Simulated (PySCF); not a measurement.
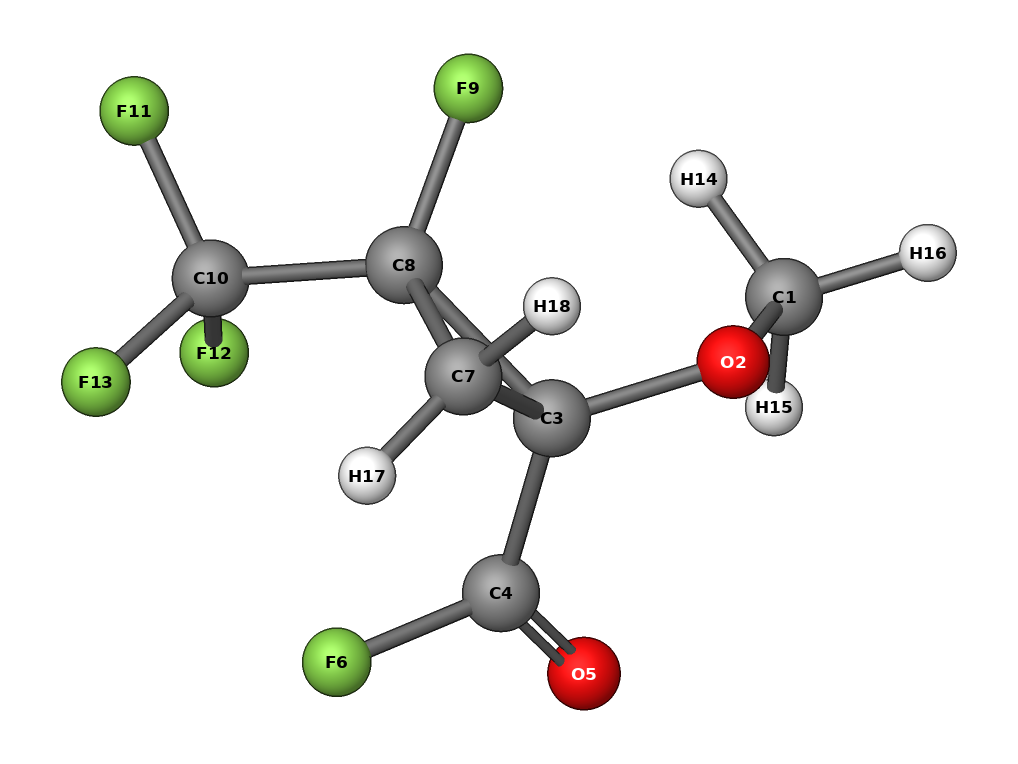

The questions are on isotropic NMR shieldings of the O atoms. Computed geometry: GFN2-xTB optimisation. No frequency run is at hand to confirm it as a minimum. Method: GIAO PBE0/pcSseg-1 NMR shielding, non-relativistic, gas phase (PySCF 2.14.0).

List the isotropic NMR shieldings of the O atoms.

```csv
atom,σ (ppm)
O2,302.1
O5,−116.6
```
